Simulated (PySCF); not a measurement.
# C2H5NSi: electronic excitations at several levels of theory

How much do the electronic excitations of C2H5NSi (`C[SiH2]C#N`) depend on the level of theory, and what does each level cost?

Programs: PySCF 2.14.0, with density-fitted response routines of our own. Each step states its level of theory. These are calculated values for one molecule in the gas phase, unless marked as measured. Atoms are numbered from 0 throughout.

## (1) The molecule as given

9 atoms, charge 0, multiplicity 1; geometry from: GFN2-xTB. The atoms were then displaced at random by about 0.01 Å, so the start is not that level's minimum.

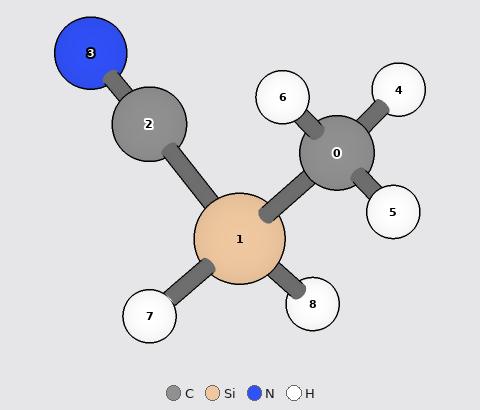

As it starts; carbon grey, silicon light orange, nitrogen blue, hydrogen white, atoms numbered; sticks join atoms by distance.

## (2) Optimising the geometry at PBE0-D3(BJ)/def2-SVP

Job settings and geometry (Å):

```
{"job": {"xc": "PBE0", "basis": "def2-SVP", "d3": "d3bj", "grid": 1, "shake": 0.01, "kind": "geom"}, "charge": 0, "multiplicity": 1}
C     -1.189520     0.338090    -0.002620
Si     0.348360    -0.709830    -0.058900
C      1.794590     0.450530     0.085460
N      2.741500     1.166170     0.182860
H     -1.285400     0.913850     0.913700
H     -2.105520    -0.246920    -0.094790
H     -1.217000     1.080830    -0.821880
H      0.530410    -1.395470    -1.341300
H      0.440390    -1.614390     1.103750
```

Command:

```
$ OMP_NUM_THREADS=1 python probes_run.py task.json out
```

This one command runs all jobs of the session in turn.

Output:

```text
step   0  E = -422.98465561  max force = 0.059356
step   1  E = -422.98682589  max force = 0.008618
step   2  E = -422.98770353  max force = 0.002980
step   3  E = -422.98803816  max force = 0.002155
step   4  E = -422.98813271  max force = 0.001818
step   5  E = -422.98819488  max force = 0.000878
step   6  E = -422.98820483  max force = 0.000221
optimisation converged
```

Run time: 16 s. Hardware: 1 thread of Arm Neoverse V1, shared host; peak memory 0.41 GiB.

Step by step:

| step | energy from step 0 (eV) | largest force component (eV/Å) |
| --- | --- | --- |
| 0 | 0.0000 | 3.0522 |
| 1 | -0.0591 | 0.4432 |
| 2 | -0.0829 | 0.1532 |
| 3 | -0.0920 | 0.1108 |
| 4 | -0.0946 | 0.0935 |
| 5 | -0.0963 | 0.0451 |
| 6 | -0.0966 | 0.0114 |

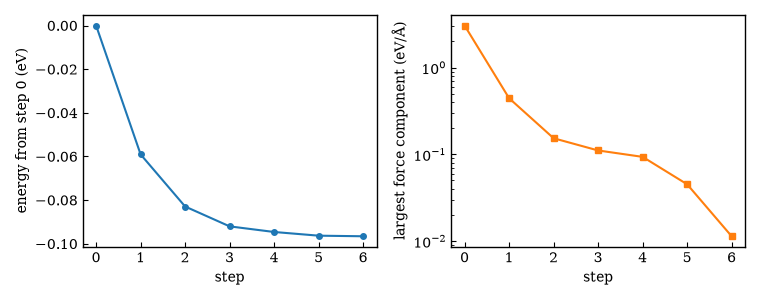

Energy and force, step by step.

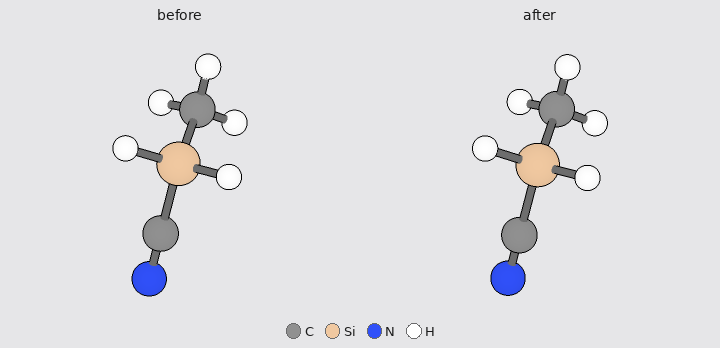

The geometry before (left) and after (right).

Close pairs (by a distance rule), those that changed most:

| bond | before (Å) | after (Å) | change (Å) |
| --- | --- | --- | --- |
| C2–N3 | 1.191 | 1.160 | -0.031 |
| Si1–H7 | 1.466 | 1.490 | +0.024 |
| Si1–H8 | 1.476 | 1.490 | +0.014 |
| C0–H4 | 1.086 | 1.100 | +0.014 |
| C0–H5 | 1.091 | 1.101 | +0.010 |
| C0–H6 | 1.106 | 1.100 | -0.006 |
| C0–Si1 | 1.862 | 1.868 | +0.006 |
| Si1–C2 | 1.860 | 1.864 | +0.005 |

The end geometry stands in the next job.

| at the end point | value |
| --- | --- |
| point group (found at 0.08 Å tolerance) | Cs |
| rotational constants (GHz, main isotopes) | 14.356, 3.315, 2.832 |
| dipole moment (D) | 3.82 |

## (3) Ultraviolet spectrum: wB97X-D/def2-SVPD

Job settings and geometry (Å):

```
{"job": {"kind": "uv", "xc": "wB97X-D", "basis": "def2-SVPD", "ip": true}, "charge": 0, "multiplicity": 1}
C     -1.210594     0.342136    -0.006170
Si     0.359189    -0.669303    -0.050861
C      1.820948     0.479829     0.086328
N      2.712975     1.216493     0.168191
H     -1.288084     0.899193     0.939130
H     -2.085837    -0.319848    -0.092843
H     -1.234588     1.061422    -0.838098
H      0.525546    -1.409280    -1.333007
H      0.458162    -1.617786     1.093610
```

Level: TDDFT wB97X-D/def2-SVPD, vertical, gas phase, core orbitals frozen in the response.

Output:

```text
coarse grid: 7960 points
cycle   1  E = -423.1152866347  dE =  1.080e-01  |g| = 4.272e-01  |ddm| = 3.321e+00
cycle   2  E = -423.0659769624  dE =  4.931e-02  |g| = 6.749e-01  |ddm| = 1.074e+00
cycle   3  E = -423.1666878818  dE = -1.007e-01  |g| = 4.609e-02  |ddm| = 6.138e-01
cycle   4  E = -423.1672487522  dE = -5.609e-04  |g| = 2.432e-02  |ddm| = 1.083e-01
cycle   5  E = -423.1673974823  dE = -1.487e-04  |g| = 3.685e-03  |ddm| = 4.492e-02
cycle   6  E = -423.1674021588  dE = -4.677e-06  |g| = 1.007e-03  |ddm| = 1.046e-02
final grid: 72200 points
cycle   7  E = -423.2252506669  dE = -3.816e-05  |g| = 4.452e-03  |ddm| = 7.762e-02
cycle   8  E = -423.2252465538  dE =  4.113e-06  |g| = 6.376e-03  |ddm| = 1.077e-02
cycle   9  E = -423.2252552511  dE = -8.697e-06  |g| = 7.823e-04  |ddm| = 5.758e-03
cycle  10  E = -423.2252553833  dE = -1.321e-07  |g| = 2.452e-04  |ddm| = 1.078e-03
cycle  11  E = -423.2252554024  dE = -1.916e-08  |g| = 3.429e-05  |ddm| = 4.673e-04
cycle  12  E = -423.2252554030  dE = -5.751e-10  |g| = 8.598e-06  |ddm| = 9.709e-05
converged SCF energy = -423.2252554030

Static polarisability (au): isotropic 54.433, principal 46.100 51.306 65.894

Singlet excitations
state   eV       nm        f      main configurations
  1   7.0436    176.0   0.00008   H-1->L 0.38, H->L+1 0.32, H-3->L+1 0.09
  2   7.3760    168.1   0.00252   H->L+1 0.43, H-1->L 0.31, H-3->L+1 0.11
  3   7.3783    168.0   0.00818   H-1->L+1 0.39, H->L 0.35
  4   8.2568    150.2   0.00243   H-2->L 0.79
  5   8.2970    149.4   0.00455   H-2->L+1 0.94
  6   8.7090    142.4   0.00522   H-4->L 0.57, H-1->L 0.18, H-3->L+1 0.08
  7   8.7488    141.7   0.26961   H->L 0.50, H-3->L 0.31, H-1->L+1 0.09
  8   8.9724    138.2   0.00366   H-3->L+1 0.55, H-1->L+3 0.16, H->L+1 0.14
  9   9.1641    135.3   0.05189   H->L+3 0.50, H-4->L+1 0.17, H-3->L+3 0.10
 10   9.2692    133.8   0.04171   H-1->L+2 0.63, H-1->L+3 0.21

Triplet excitations (Tamm-Dancoff, eV): 5.8804 6.4617 6.4622 7.0687
Vertical ionisation energy (delta-SCF) = 11.8600 eV
```

Run time: 51 s. Hardware: 1 thread of Arm Neoverse V1, shared host; peak memory 0.61 GiB.

Frontier orbitals and where they lie:

| orbital | eV | atoms |
| --- | --- | --- |
| HOMO−3 | -12.49 | N3 23 %, C2 23 %, C0 21 % |
| HOMO−2 | -12.23 | N3 66 %, C2 19 %, Si1 8 % |
| HOMO−1 | -11.50 | N3 32 %, C2 26 %, Si1 17 % |
| HOMO | -11.44 | N3 28 %, C2 23 %, C0 21 % |
| LUMO | 1.17 | Si1 26 %, C2 21 %, N3 20 % |
| LUMO+1 | 1.44 | N3 30 %, C2 30 %, Si1 24 % |
| LUMO+2 | 2.09 | Si1 46 %, C2 17 %, H8 8 % |

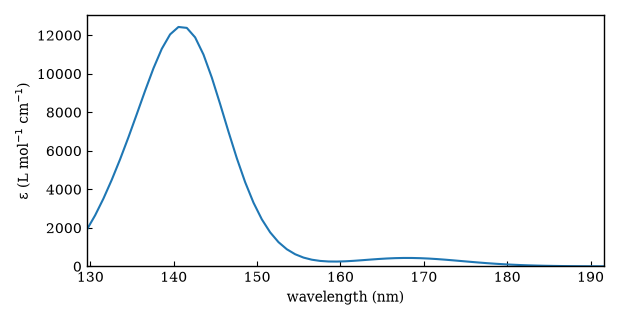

Absorption spectrum: each of the 10 states is a Gaussian band of 0.4 eV half-width at 1/e. Beyond the last state computed it falls off for lack of states.

Further results of this job:

| property | computed |
| --- | --- |
| dipole moment (D) | 4.05 |
| polarisability (Å³) | 8.07 |
| HOMO–LUMO gap (eV) | 12.62 |
| −ε(HOMO) (eV) | 11.44 |

## (4) TDDFT and polarisability: LC-wPBE/def2-SVPD

The job, as its differences from that of step 3:

```diff
@@ -1,2 +1,2 @@
-{"job": {"kind": "uv", "xc": "wB97X-D", "basis": "def2-SVPD", "ip": true}, "charge": 0, "multiplicity": 1}
+{"job": {"kind": "uv", "xc": "LC-wPBE", "basis": "def2-SVPD", "ip": true}, "charge": 0, "multiplicity": 1}
 C     -1.210594     0.342136    -0.006170
```

Level: TDDFT LC-wPBE/def2-SVPD, vertical, gas phase, core orbitals frozen in the response.

Output:

```text
coarse grid: 7960 points
cycle   1  E = -422.9657336843  dE =  1.172e-01  |g| = 4.385e-01  |ddm| = 3.327e+00
cycle   2  E = -422.9398491836  dE =  2.588e-02  |g| = 6.284e-01  |ddm| = 1.027e+00
cycle   3  E = -423.0227027545  dE = -8.285e-02  |g| = 3.564e-02  |ddm| = 5.889e-01
cycle   4  E = -423.0232515404  dE = -5.488e-04  |g| = 1.753e-02  |ddm| = 1.275e-01
cycle   5  E = -423.0233379234  dE = -8.638e-05  |g| = 3.746e-03  |ddm| = 4.258e-02
cycle   6  E = -423.0233429740  dE = -5.051e-06  |g| = 1.017e-03  |ddm| = 1.125e-02
final grid: 72200 points
cycle   7  E = -423.0918847293  dE = -1.305e-05  |g| = 3.213e-03  |ddm| = 3.404e-02
cycle   8  E = -423.0918858270  dE = -1.098e-06  |g| = 2.758e-03  |ddm| = 6.888e-03
cycle   9  E = -423.0918874558  dE = -1.629e-06  |g| = 7.342e-04  |ddm| = 3.065e-03
cycle  10  E = -423.0918875885  dE = -1.327e-07  |g| = 1.401e-04  |ddm| = 7.839e-04
cycle  11  E = -423.0918875980  dE = -9.479e-09  |g| = 3.690e-05  |ddm| = 4.409e-04
cycle  12  E = -423.0918875987  dE = -6.822e-10  |g| = 8.753e-06  |ddm| = 1.075e-04
converged SCF energy = -423.0918875987

Static polarisability (au): isotropic 53.104, principal 45.165 50.068 64.079

Singlet excitations
state   eV       nm        f      main configurations
  1   7.1332    173.8   0.00005   H->L+1 0.28, H-1->L 0.22, H-3->L+1 0.13
  2   7.5443    164.3   0.00200   H->L+1 0.35, H-1->L 0.21, H-3->L+1 0.14
  3   7.5477    164.3   0.00543   H-1->L+1 0.34, H->L 0.21, H-4->L+1 0.10
  4   8.4880    146.1   0.00361   H-2->L 0.55, H-2->L+4 0.17, H-2->L+2 0.16
  5   8.5135    145.6   0.00533   H-2->L+1 0.89
  6   9.0935    136.3   0.00679   H-4->L 0.42, H-1->L 0.28
  7   9.2377    134.2   0.30763   H->L 0.63, H-3->L 0.23
  8   9.3909    132.0   0.00051   H-1->L+3 0.33, H-3->L+1 0.33, H->L+1 0.15
  9   9.5348    130.0   0.01458   H->L+3 0.58, H-3->L+3 0.14
 10   9.7026    127.8   0.08277   H-1->L+2 0.51, H-3->L+1 0.11, H-1->L+3 0.10

Triplet excitations (Tamm-Dancoff, eV): 5.7637 6.3259 6.3273 7.1637
Vertical ionisation energy (delta-SCF) = 12.2267 eV
```

It took 62 s on 1 thread of Arm Neoverse V1, shared host; peak memory 0.6 GiB.

This run: HOMO -12.37 eV, LUMO 1.54 eV; lowest singlet 7.13 eV.

## (5) TDDFT and polarisability: PBE0/6-31G*

The job, as its differences from that of step 4:

```diff
@@ -1,2 +1,2 @@
-{"job": {"kind": "uv", "xc": "LC-wPBE", "basis": "def2-SVPD", "ip": true}, "charge": 0, "multiplicity": 1}
+{"job": {"kind": "uv", "xc": "PBE0", "basis": "6-31G*"}, "charge": 0, "multiplicity": 1}
 C     -1.210594     0.342136    -0.006170
```

Level: TDDFT PBE0/6-31G*, vertical, gas phase, core orbitals frozen in the response.

Output:

```text
coarse grid: 7960 points
cycle   1  E = -423.1493803500  dE =  1.322e-01  |g| = 4.082e-01  |ddm| = 2.747e+00
cycle   2  E = -423.0511369797  dE =  9.824e-02  |g| = 7.680e-01  |ddm| = 8.592e-01
cycle   3  E = -423.1883346755  dE = -1.372e-01  |g| = 1.566e-01  |ddm| = 5.599e-01
cycle   4  E = -423.1939694857  dE = -5.635e-03  |g| = 2.839e-02  |ddm| = 1.225e-01
cycle   5  E = -423.1941581348  dE = -1.886e-04  |g| = 6.993e-03  |ddm| = 2.768e-02
cycle   6  E = -423.1941723990  dE = -1.426e-05  |g| = 5.487e-04  |ddm| = 7.331e-03
cycle   7  E = -423.1941724979  dE = -9.887e-08  |g| = 1.084e-04  |ddm| = 8.660e-04
final grid: 72200 points
cycle   8  E = -423.1527870884  dE = -9.703e-06  |g| = 5.059e-03  |ddm| = 1.151e-02
cycle   9  E = -423.1527849736  dE =  2.115e-06  |g| = 5.937e-03  |ddm| = 9.143e-03
cycle  10  E = -423.1527935642  dE = -8.591e-06  |g| = 1.554e-03  |ddm| = 5.003e-03
cycle  11  E = -423.1527941036  dE = -5.394e-07  |g| = 2.198e-04  |ddm| = 1.012e-03
cycle  12  E = -423.1527941157  dE = -1.214e-08  |g| = 5.222e-05  |ddm| = 2.388e-04
cycle  13  E = -423.1527941165  dE = -7.142e-10  |g| = 6.906e-06  |ddm| = 5.063e-05
converged SCF energy = -423.1527941165

Static polarisability (au): isotropic 44.275, principal 36.178 40.402 56.244

Singlet excitations
state   eV       nm        f      main configurations
  1   7.0667    175.4   0.00020   H-1->L 0.62, H->L+1 0.26
  2   7.4380    166.7   0.01525   H->L 0.49, H-1->L+1 0.40
  3   7.4494    166.4   0.00251   H->L+1 0.61, H-1->L 0.29
  4   8.0878    153.3   0.00193   H-2->L 0.95
  5   8.2701    149.9   0.00475   H-2->L+1 0.97
  6   8.7008    142.5   0.00052   H-4->L 0.72, H-3->L+1 0.13
  7   8.7593    141.5   0.24001   H-3->L 0.48, H->L 0.30, H-1->L+1 0.11
  8   8.9811    138.1   0.00346   H-3->L+1 0.65, H-1->L+2 0.16, H-4->L 0.08
  9   9.0959    136.3   0.01510   H->L+2 0.71, H-3->L 0.14
 10   9.2986    133.3   0.00707   H-1->L+2 0.76, H-4->L 0.11

Triplet excitations (Tamm-Dancoff, eV): 5.7484 6.2992 6.3007 6.9112
```

Run time: 5 s. Hardware: 1 thread of Arm Neoverse V1, shared host; peak memory 0.44 GiB.

This run: HOMO -9.30 eV, LUMO -0.16 eV; lowest singlet 7.07 eV.

## (6) Excited states and response: PBE0/def2-SVP

The job, as its differences from that of step 5:

```diff
@@ -1,2 +1,2 @@
-{"job": {"kind": "uv", "xc": "PBE0", "basis": "6-31G*"}, "charge": 0, "multiplicity": 1}
+{"job": {"kind": "uv", "xc": "PBE0", "basis": "def2-SVP"}, "charge": 0, "multiplicity": 1}
 C     -1.210594     0.342136    -0.006170
```

Level: TDDFT PBE0/def2-SVP, vertical, gas phase, core orbitals frozen in the response.

Output:

```text
coarse grid: 7960 points
cycle   1  E = -422.8876001313  dE =  1.044e-01  |g| = 3.985e-01  |ddm| = 2.968e+00
cycle   2  E = -422.7839685321  dE =  1.036e-01  |g| = 7.783e-01  |ddm| = 8.435e-01
cycle   3  E = -422.9254817428  dE = -1.415e-01  |g| = 1.419e-01  |ddm| = 5.612e-01
cycle   4  E = -422.9301020542  dE = -4.620e-03  |g| = 2.810e-02  |ddm| = 1.227e-01
cycle   5  E = -422.9302903028  dE = -1.882e-04  |g| = 6.839e-03  |ddm| = 2.854e-02
cycle   6  E = -422.9303040077  dE = -1.370e-05  |g| = 6.081e-04  |ddm| = 7.774e-03
cycle   7  E = -422.9303041314  dE = -1.237e-07  |g| = 1.159e-04  |ddm| = 1.000e-03
final grid: 72200 points
cycle   8  E = -422.9826647571  dE = -8.411e-06  |g| = 4.658e-03  |ddm| = 1.379e-02
cycle   9  E = -422.9826620975  dE =  2.660e-06  |g| = 5.735e-03  |ddm| = 8.692e-03
cycle  10  E = -422.9826699669  dE = -7.869e-06  |g| = 1.602e-03  |ddm| = 4.962e-03
cycle  11  E = -422.9826705447  dE = -5.778e-07  |g| = 1.784e-04  |ddm| = 1.064e-03
cycle  12  E = -422.9826705533  dE = -8.625e-09  |g| = 3.821e-05  |ddm| = 2.003e-04
cycle  13  E = -422.9826705537  dE = -3.998e-10  |g| = 6.106e-06  |ddm| = 4.329e-05
converged SCF energy = -422.9826705537

Static polarisability (au): isotropic 46.748, principal 39.318 43.449 57.476

Singlet excitations
state   eV       nm        f      main configurations
  1   7.0703    175.4   0.00017   H-1->L 0.54, H->L+1 0.31
  2   7.4260    167.0   0.01528   H->L 0.47, H-1->L+1 0.40
  3   7.4292    166.9   0.00404   H->L+1 0.54, H-1->L 0.34
  4   8.0734    153.6   0.00235   H-2->L 0.96
  5   8.1775    151.6   0.00532   H-2->L+1 0.97
  6   8.5882    144.4   0.00082   H-4->L 0.63, H-3->L+1 0.22
  7   8.6970    142.6   0.23765   H-3->L 0.48, H->L 0.34, H-1->L+1 0.12
  8   8.8539    140.0   0.00705   H-3->L+1 0.59, H-4->L 0.20, H-1->L+2 0.09
  9   9.0312    137.3   0.08030   H-4->L+1 0.42, H->L+2 0.23, H-1->L+1 0.18
 10   9.2438    134.1   0.05931   H->L+2 0.69, H-4->L+1 0.16

Triplet excitations (Tamm-Dancoff, eV): 5.7582 6.3023 6.3033 6.8530
```

Wall time 5.9 s (1 thread of Arm Neoverse V1, shared host); peak memory 0.48 GiB.

Key values: HOMO -9.45 eV, LUMO -0.29 eV; lowest singlet 7.07 eV.

## (7) Ultraviolet spectrum: PBE0/def2-TZVP

The job, as its differences from that of step 6:

```diff
@@ -1,2 +1,2 @@
-{"job": {"kind": "uv", "xc": "PBE0", "basis": "def2-SVP"}, "charge": 0, "multiplicity": 1}
+{"job": {"kind": "uv", "xc": "PBE0", "basis": "def2-TZVP"}, "charge": 0, "multiplicity": 1}
 C     -1.210594     0.342136    -0.006170
```

Method: TDDFT PBE0/def2-TZVP, vertical, gas phase, core orbitals frozen in the response.

Output:

```text
coarse grid: 7960 points
cycle   1  E = -423.1978253829  dE =  1.143e-01  |g| = 4.271e-01  |ddm| = 2.235e+00
cycle   2  E = -423.0971711775  dE =  1.007e-01  |g| = 7.904e-01  |ddm| = 7.115e-01
cycle   3  E = -423.2359218532  dE = -1.388e-01  |g| = 1.766e-01  |ddm| = 4.818e-01
cycle   4  E = -423.2424787355  dE = -6.557e-03  |g| = 3.572e-02  |ddm| = 1.016e-01
cycle   5  E = -423.2427681724  dE = -2.894e-04  |g| = 8.122e-03  |ddm| = 2.498e-02
cycle   6  E = -423.2427847245  dE = -1.655e-05  |g| = 9.872e-04  |ddm| = 6.145e-03
cycle   7  E = -423.2427849912  dE = -2.667e-07  |g| = 2.231e-04  |ddm| = 1.055e-03
final grid: 72200 points
cycle   8  E = -423.2355655131  dE = -2.281e-05  |g| = 5.175e-03  |ddm| = 2.697e-02
cycle   9  E = -423.2355627923  dE =  2.721e-06  |g| = 6.131e-03  |ddm| = 7.124e-03
cycle  10  E = -423.2355711510  dE = -8.359e-06  |g| = 1.701e-03  |ddm| = 4.034e-03
cycle  11  E = -423.2355717611  dE = -6.101e-07  |g| = 2.982e-04  |ddm| = 8.592e-04
cycle  12  E = -423.2355717801  dE = -1.900e-08  |g| = 8.785e-05  |ddm| = 2.273e-04
cycle  13  E = -423.2355717820  dE = -1.979e-09  |g| = 1.011e-05  |ddm| = 7.310e-05
cycle  14  E = -423.2355717821  dE = -2.797e-11  |g| = 2.008e-06  |ddm| = 9.774e-06
converged SCF energy = -423.2355717821

Static polarisability (au): isotropic 52.540, principal 43.678 49.088 64.855

Singlet excitations
state   eV       nm        f      main configurations
  1   6.9323    178.9   0.00012   H-1->L 0.54, H->L+1 0.31
  2   7.2501    171.0   0.01395   H->L 0.46, H-1->L+1 0.39
  3   7.2511    171.0   0.00287   H->L+1 0.53, H-1->L 0.33
  4   7.9590    155.8   0.00129   H-2->L 0.93
  5   8.0582    153.9   0.00392   H-2->L+1 0.97
  6   8.3643    148.2   0.00063   H-4->L 0.65, H-3->L+1 0.17
  7   8.3991    147.6   0.25239   H-3->L 0.41, H->L 0.36, H-1->L+1 0.13
  8   8.5832    144.4   0.00287   H-3->L+1 0.62, H-4->L 0.14, H-1->L+2 0.12
  9   8.7718    141.3   0.04589   H->L+2 0.43, H-4->L+1 0.26, H-3->L 0.15
 10   8.9091    139.2   0.06267   H->L+2 0.46, H-4->L+1 0.28, H-1->L+1 0.14

Triplet excitations (Tamm-Dancoff, eV): 5.6757 6.1820 6.1824 6.8528
```

Run time: 14 s. Hardware: 1 thread of Arm Neoverse V1, shared host; peak memory 0.72 GiB.

Key values: HOMO -9.50 eV, LUMO -0.56 eV; lowest singlet 6.93 eV.

## (8) Excited states and response: PBE0/aug-cc-pVDZ

The job, as its differences from that of step 7:

```diff
@@ -1,2 +1,2 @@
-{"job": {"kind": "uv", "xc": "PBE0", "basis": "def2-TZVP"}, "charge": 0, "multiplicity": 1}
+{"job": {"kind": "uv", "xc": "PBE0", "basis": "aug-cc-pVDZ"}, "charge": 0, "multiplicity": 1}
 C     -1.210594     0.342136    -0.006170
```

Method: TDDFT PBE0/aug-cc-pVDZ, vertical, gas phase, core orbitals frozen in the response.

Output:

```text
coarse grid: 7960 points
cycle   1  E = -423.1329736331  dE =  1.497e-01  |g| = 3.982e-01  |ddm| = 6.620e+00
cycle   2  E = -423.0334812364  dE =  9.949e-02  |g| = 7.672e-01  |ddm| = 1.657e+00
cycle   3  E = -423.1700483262  dE = -1.366e-01  |g| = 1.515e-01  |ddm| = 1.059e+00
cycle   4  E = -423.1752604558  dE = -5.212e-03  |g| = 2.870e-02  |ddm| = 2.556e-01
cycle   5  E = -423.1754573701  dE = -1.969e-04  |g| = 6.892e-03  |ddm| = 5.753e-02
cycle   6  E = -423.1754713922  dE = -1.402e-05  |g| = 7.267e-04  |ddm| = 1.583e-02
cycle   7  E = -423.1754715697  dE = -1.775e-07  |g| = 1.551e-04  |ddm| = 2.144e-03
final grid: 72200 points
cycle   8  E = -423.1869448486  dE = -9.935e-06  |g| = 5.078e-03  |ddm| = 7.403e-02
cycle   9  E = -423.1869427209  dE =  2.128e-06  |g| = 5.902e-03  |ddm| = 2.014e-02
cycle  10  E = -423.1869514449  dE = -8.724e-06  |g| = 1.294e-03  |ddm| = 1.053e-02
cycle  11  E = -423.1869518178  dE = -3.729e-07  |g| = 2.278e-04  |ddm| = 1.762e-03
cycle  12  E = -423.1869518305  dE = -1.267e-08  |g| = 5.284e-05  |ddm| = 4.284e-04
cycle  13  E = -423.1869518312  dE = -7.324e-10  |g| = 9.079e-06  |ddm| = 1.017e-04
converged SCF energy = -423.1869518312

Static polarisability (au): isotropic 55.812, principal 46.852 52.457 68.126

Singlet excitations
state   eV       nm        f      main configurations
  1   6.9626    178.1   0.00015   H-1->L 0.45, H->L+1 0.31
  2   7.2757    170.4   0.01787   H->L 0.45, H-1->L+1 0.38
  3   7.2814    170.3   0.00360   H->L+1 0.55, H-1->L 0.29
  4   7.9941    155.1   0.00078   H-2->L 0.82
  5   8.1043    153.0   0.00348   H-2->L+1 0.95
  6   8.1507    152.1   0.17219   H->L 0.44, H-3->L 0.20, H-1->L+1 0.14
  7   8.2731    149.9   0.00512   H-4->L 0.46, H-1->L 0.18, H-1->L+2 0.17
  8   8.5337    145.3   0.00630   H-1->L+2 0.65, H-4->L 0.14
  9   8.5806    144.5   0.00265   H-3->L+1 0.63, H-1->L+4 0.10, H-1->L+3 0.10
 10   8.6047    144.1   0.03493   H->L+2 0.47, H->L+3 0.22, H->L+4 0.19

Triplet excitations (Tamm-Dancoff, eV): 5.7155 6.2328 6.2354 6.9209
```

Run time: 12 s. Hardware: 1 thread of Arm Neoverse V1, shared host; peak memory 0.66 GiB.

Key values: HOMO -9.49 eV, LUMO -0.70 eV; lowest singlet 6.96 eV.

[end of part 1 of 2]
